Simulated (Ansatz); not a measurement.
**HBS (hydrogen boron sulfide): the electronic atomisation energy, rung by rung**

The species is HBS (3 atoms), meant as a singlet with charge 0. As SMILES, `B=S`. The coordinates come from a GFN2-xTB relaxation.

```xyz
3

B    -0.0410   -0.0161    0.1425
S     0.3953    0.1465   -1.3797
H    -0.3543   -0.1304    1.2371
```

Each level gives the electronic atomisation energy (eV). The values are calculated. Electronic energies at fixed atoms, without zero-point motion or spin-orbit coupling.

| level | kind | program | value (eV) | less FCI/STO-3G |
| --- | --- | --- | --- | --- |
| PBE/STO-3G | GGA | Ansatz | 14.50 | +2.17 |
| PBE0/STO-3G | global hybrid | Ansatz | 13.88 | +1.55 |
| r2SCAN0/STO-3G | hybrid meta-GGA | Ansatz | 13.60 | +1.27 |
| HSE06/STO-3G | range-separated hybrid | Ansatz | 13.90 | +1.57 |
| BCCD(T)/STO-3G | coupled cluster or CI | Ansatz | 12.31 | -0.02 |
| CCSD/STO-3G | coupled cluster or CI | Ansatz | 12.15 | -0.18 |
| CCSDT/STO-3G | coupled cluster or CI | Ansatz | 12.35 | +0.02 |
| FCI/STO-3G | exact in the basis | Ansatz | 12.33 | 0.00 |

FCI/STO-3G is exact within its basis and frozen core, so for wave-function methods in that basis the difference is their error; functionals converge differently with the basis, so for them it is only a difference. The values span 12.15 to 14.50 eV. All rows use very small basis sets, so none should be taken for the real molecule's value.

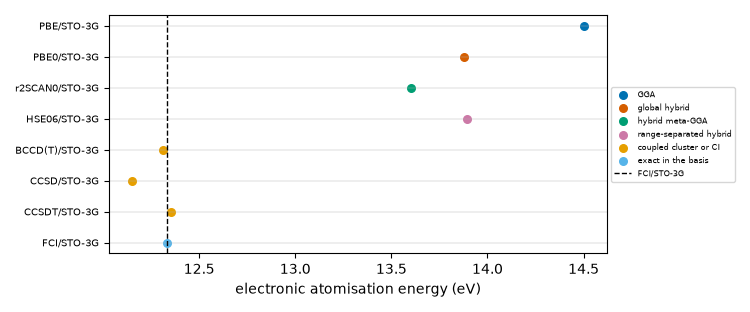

The values of the table, level by level.
